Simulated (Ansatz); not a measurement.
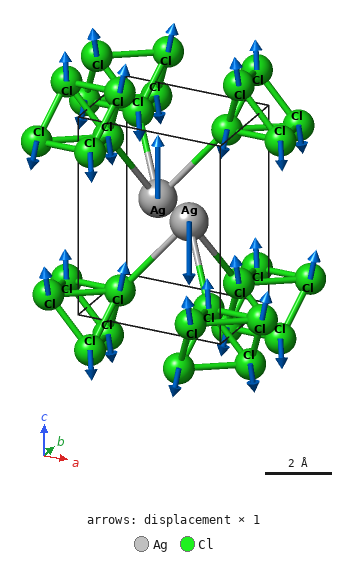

A relaxation of a crystal of AgCl₃ (built on the random type) (coarse preliminary run). The starting structure is drawn; blue arrows show the displacements (the part carried along by the change of the cell is left out), at their true length.

A ball-and-stick model of the cell of the calculation, seen slightly off an axis.

Case: random cell with space group P-3m1 (No. 164).

Level of theory: DFT PBE, scalar-relativistic, plane waves, PAW (Ansatz).

The input:
```yaml
crystal:
  lattice:
    - [6.0399624972, 0.0, 0.0]
    - [-3.0199812486, 5.2307609604, 0.0]
    - [0.0, 0.0, 6.1781868345]
  atoms:
    - { symbol: Ag, position: [0.6666666667, 0.3333333333, 0.5] }
    - { symbol: Ag, position: [0.3333333333, 0.6666666667, 0.5] }
    - { symbol: Cl, position: [0.25, 0.125, 0.134264961] }
    - { symbol: Cl, position: [0.875, 0.125, 0.134264961] }
    - { symbol: Cl, position: [0.875, 0.75, 0.134264961] }
    - { symbol: Cl, position: [0.125, 0.25, 0.865735039] }
    - { symbol: Cl, position: [0.125, 0.875, 0.865735039] }
    - { symbol: Cl, position: [0.75, 0.875, 0.865735039] }
basis:
  ecutwfc: 420
kpoints:
  mp_grid: { grid: [3, 3, 4] }
hamiltonian:
  xc: pbe
scf:
  occupations: { method: gaussian, width: 0.1 }
  lower_state_search: "off"
output:
  forces: true
  stress: true
  eigenvalues: true
relax:
  adjacent_minimum: "off"
  f_tol: 0.04
  max_steps: 70
  cell: { stress_tol: 0.4 }
```

Command:
```bash
ansatz run input.yaml --threads 1 --pin off --max-ram 2560MiB --backend cpu --events-out ev --progress --plain --runs-dir out
```

### Which element moves most?

Silver: up to 1.99 Å, against 0.94 Å for chlorine.

### What did the optimiser do to the structure, and how much energy did it gain?

The largest moves relative to the cell, 1.99 Å, are those of Ag1 and Ag2. Ag2 goes along +c. By element the largest moves are Ag 1.99 Å, Cl 0.94 Å. The drawn cell changes as follows: a = b 6.040 → 6.904 Å (+14.3 %), c 6.178 → 8.009 Å (+29.6 %); the volume changes by +69.4 %. Near-neighbour distances that change, for instance: Cl3–Cl6 2.112 → 4.335 Å, Ag1–Cl3 3.139 → 2.303 Å, Cl3–Cl4 2.265 → 2.916 Å. Bonds break: Cl3–Cl6 (2.11 → 4.34 Å), Cl3–Cl7 (2.11 → 4.34 Å), Cl4–Cl6 (2.11 → 4.34 Å), Cl4–Cl8 (2.11 → 4.34 Å). The space group stays P-3m1 (No. 164). Over 15 accepted moves (17 points after the start) the energy falls by 2311 meV per atom. The largest force component goes from 10 to 0.026 eV/Å. Pressure: 27.46 GPa at the start and 0.11 GPa at the end. The SCF was repeated twice at an unchanged geometry on a basis and grid sized afresh for the cell, which shifted the energy by 11.1 meV per atom at most.
